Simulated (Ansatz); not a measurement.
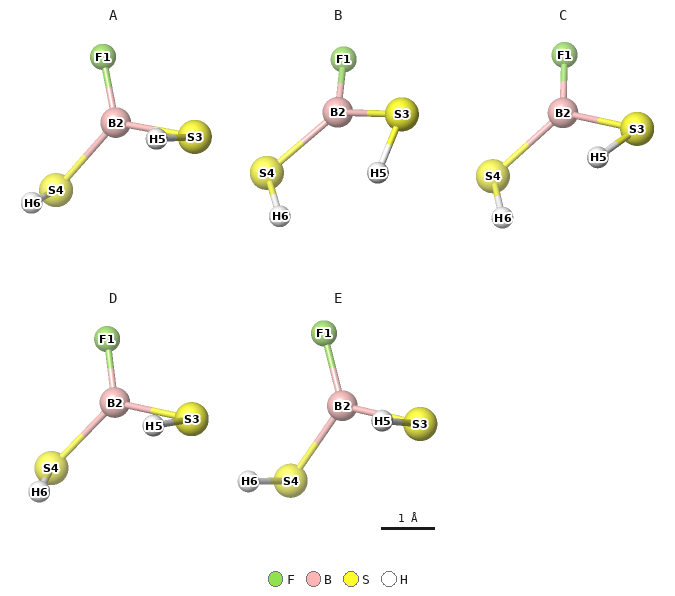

5 geometries from one relaxation of BH2S2F, in shuffled order. A ball-and-stick model, seen from a free direction.

The run prepares an end point of a later path (torsion) calculation, from a guessed geometry.

Computed with Ansatz, RKS PBE-D4/def2-SVP. Settings: no spin polarisation; force threshold 0.015 eV/Å; at most 40 steps.

### Put them in the order of the run, from the start to the converged end.

E, A, D, C, B. They are steps 0, 3, 4, 6, 11, at +138.6 kJ/mol, +82.8 kJ/mol, +67.8 kJ/mol, +22.2 kJ/mol relative to the last. H5 moves most after the best rigid fit: 0.73 Å. By element the largest moves are H 0.73 Å, S 0.72 Å, F 0.69 Å, B 0.22 Å. Near-neighbour distances that change, for instance: F1–B2 1.460 → 1.339 Å, S4–H6 1.437 → 1.360 Å, S3–H5 1.428 → 1.360 Å, B2–S3 1.855 → 1.822 Å. Among the angles between lasting bonds that change: S3–B2–S4 117.4° → 128.5°, F1–B2–S4 124.0° → 115.8°, B2–S3–H5 93.0° → 97.0°. Groups turn about B2–S3 by about 90°, B2–S4 by about 90°. The energy falls by 138.6 kJ/mol in 11 geometry steps. The largest force component goes from 2.9 to 0.0091 eV/Å. The run took of the order of 24 core-seconds on a shared host.
